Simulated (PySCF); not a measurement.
**One shape, several levels: triplet [HSO2]−**

We compute a comparison of 5 runs (UMP2/STO-3G, NEVPT2(4,4)/STO-3G, UCCSDT/STO-3G, ROCCSD(T)/STO-3G, UCCSD(T)/STO-3G) of triplet [HSO2]−. 

The results are computed with PySCF 2.14.0.

8 further runs of the same task are left out: 8 set aside as unsound or not needed.

## Step 1: The system as given

[HSO2]− has 4 atoms, charge -1, and is taken as a triplet. As SMILES of the parent species, `O=[SH][O-]`. The shape is that of a GFN2-xTB optimisation. That shape belongs to the parent species and isn't relaxed for this state.

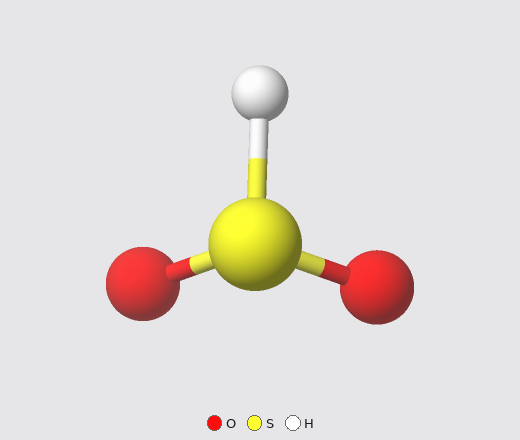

The structure, seen from a chosen angle (oxygen red, sulfur yellow, hydrogen white).

## Step 2: The energy at UMP2/STO-3G (run 1)

start.xyz

```xyz
4
HO2S
O     -1.198220     0.078790     0.730410
S     -0.199070    -0.294820    -0.302710
O      1.007500    -0.941190     0.274450
H      0.389790     1.157220    -0.702150
```

input.py

```python
from pyscf import gto, mp

mol = gto.Mole()
mol.atom = 'start.xyz'
mol.max_memory = 1860
mol.charge = -1
mol.verbose = 4
mol.spin = 2
mol.basis = 'sto-3g'
mol.build()

mf = mol.UHF()
mf.conv_tol = 1e-10
mf.kernel()
if not mf.converged:
    mf = mf.newton().run(mf.mo_coeff, mf.mo_occ)

pt = mp.MP2(mf, frozen=7).run()
energy = pt.e_tot
print('E = %.10f Eh' % energy)
```

Started as:

```console
$ OMP_NUM_THREADS=1 python input.py
```

The log of the run:

```text
PySCF version 2.14.0

[... 39 lines left out ...]
WARN: HOMO 0.185961210702337 >= LUMO -0.209257213066225
[... 74 lines left out ...]
converged SCF energy = -540.875570829183  <S^2> = 2.0308534  2S+1 = 3.0204989
[... 1 line left out ...]
******** <class 'pyscf.mp.ump2.UMP2'> ********
nocc = (np.int64(11), np.int64(9)), nmo = (13, 13)
frozen orbitals 7
E(UMP2) = -540.963025175951  E_corr = -0.0874543467681754
E(SCS-UMP2) = -540.958924228987  E_corr = -0.083353399803675
E_corr(same-spin) = -0.0249136342132332
E_corr(oppo-spin) = -0.0625407125549421
E = -540.9630251760 Eh
```

Run time: 0.58 s. Hardware: 1 thread of Arm Neoverse V2, shared host; peak memory 0.12 GiB.

## Step 3: A single-point energy at NEVPT2(4,4)/STO-3G (run 2)

run.py

```python
import numpy
from pyscf import gto, scf, mp, mcscf, mrpt

mol = gto.Mole()
mol.atom = '''
O     -2.264308     0.148892     1.380275
S     -0.376188    -0.557129    -0.572039
O      1.903899    -1.778591     0.518635
H      0.736596     2.186829    -1.326871
'''
mol.spin = 2
mol.charge = -1
mol.max_memory = 1860
mol.basis = 'sto-3g'
mol.unit = 'bohr'
mol.verbose = 3
mol.build()

mf = scf.ROHF(mol)
mf.conv_tol = 1e-10
mf.kernel()
if not mf.converged:
    mf = mf.newton().run(mf.mo_coeff, mf.mo_occ)

pt = mp.MP2(scf.addons.convert_to_uhf(mf)).run()
noons, natorbs = mcscf.addons.make_natural_orbitals(pt)
print('natural occupations', numpy.round(noons[:40], 4))
cas = mcscf.CASSCF(mf, 4, 4)
cas.fix_spin_(ss=2.0)
cas.natorb = True
cas.kernel(natorbs)
e_pt2 = mrpt.NEVPT(cas).kernel()
energy = cas.e_tot + e_pt2
print('Final energy', energy)
```

Started as:

```console
$ OMP_NUM_THREADS=1 python run.py
```

The log of the run:

```text
converged SCF energy = -540.870447655593
E(UMP2) = -540.964125621788  E_corr = -0.0936779661953599
E(SCS-UMP2) = -540.959003043846  E_corr = -0.0885553882528981
natural occupations [2.     2.     2.     2.     2.     2.     2.     1.9991 1.9989 1.998
 1.9955 1.9952 1.994  1.9794 1.9703 1.9685 1.0306 1.0019 0.037  0.0319]
CASSCF energy = -540.905426479733
CASCI E = -540.905426479733  E(CI) = -2.87701663019664  S^2 = 2.0000000
Sr    (-1)',   E = -0.00022474726980
Si    (+1)',   E = -0.01083112099455
Sijrs (0)  ,   E = -0.01367405617063
Sijr  (+1) ,   E = -0.01386035540183
Srsi  (-1) ,   E = -0.00058506654040
Srs   (-2) ,   E = -0.00004584870663
Sij   (+2) ,   E = -0.00420591709370
Sir   (0)' ,   E = -0.00437911968581
Nevpt2 Energy = -0.047806231863353
Final energy -540.9532327115962
```

It took 1.1 s on 1 thread of Arm Neoverse V2, shared host; peak memory 0.12 GiB.

Runs 3 to 4 aren't shown in full; the table further down has their settings and results.

## Step 4: The energy at UCCSD(T)/STO-3G (run 5)

input.py

```python
from pyscf import gto, scf, cc

system = gto.M(
    atom='''
O     -2.264308     0.148892     1.380275
S     -0.376188    -0.557129    -0.572039
O      1.903899    -1.778591     0.518635
H      0.736596     2.186829    -1.326871
''',
    unit='bohr',
    spin=2,
    charge=-1,
    basis='sto-3g',
    verbose=3,
    max_memory=1860,
)

myscf = scf.UHF(system)
myscf.conv_tol = 1e-10
myscf.kernel()
if not myscf.converged:
    myscf = myscf.newton().run(myscf.mo_coeff, myscf.mo_occ)

mycc = cc.CCSD(myscf, frozen=7)
mycc.kernel()
e_t = mycc.ccsd_t()
e_tot = mycc.e_tot + e_t
print('E = %.10f Eh' % e_tot)
```

Started as:

```console
$ OMP_NUM_THREADS=1 python input.py
```

The log of the run:

```text
WARN: HOMO 0.185961193294028 >= LUMO -0.20925723419006

converged SCF energy = -540.875570860348  <S^2> = 2.0308535  2S+1 = 3.0204989
E(UCCSD) = -540.9872511312496  E_corr = -0.1116802709015383
UCCSD(T) correction = -0.00545367117730352
E = -540.9927048024 Eh
```

Run time: 0.66 s. Hardware: 1 thread of Arm Neoverse V2, shared host; peak memory 0.1 GiB.

## Step 5: All runs side by side

| run | level | frozen core orbitals | active selection | energy (Eh) | HOMO energy (eV) | LUMO energy (eV) | correlation energy (mEh) | wall time |
| --- | --- | --- | --- | --- | --- | --- | --- | --- |
| 1 | UMP2/STO-3G | 7 | – | -540.963025 | 6.12 | 14.19 | -87.5 | 0.58 s |
| 2 | NEVPT2(4,4)/STO-3G | – | mp2 natural orbitals | -540.953233 | – | – | – | 1.1 s |
| 3 | UCCSDT/STO-3G | 7 | – | -540.994599 | 6.12 | 14.19 | -119.0 | 1.8 s |
| 4 | ROCCSD(T)/STO-3G | 7 | – | -540.992735 | – | – | -122.3 | 0.7 s |
| 5 | UCCSD(T)/STO-3G | 7 | – | -540.992705 | 6.12 | 14.19 | -117.1 | 0.66 s |

## Step 6: What came out

```
                                                         quantity          value
                                              run 5: total energy  -540.99270 Eh
run 5: HOMO energy (Hartree–Fock orbitals) (highest over α and β)        6.12 eV
 run 5: LUMO energy (Hartree–Fock orbitals) (lowest over α and β)       14.19 eV
               run 5: correlation energy (7 core orbitals frozen)     -117.1 mEh
                                            run 5: (T) correction      -5.45 mEh
                         run 5: ⟨S²⟩ of the reference determinant          2.031
                                             run 5: T1 diagnostic          0.034
```

What this shows: In runs 1, 2, 3, 4, 5 the HOMO lies above zero, so the outermost electron may be held by the basis alone. In runs 1, 2, 3, 4, 5 the basis is minimal, so the values are rough. All runs together took 4.8 s, the longest 1.8 s.
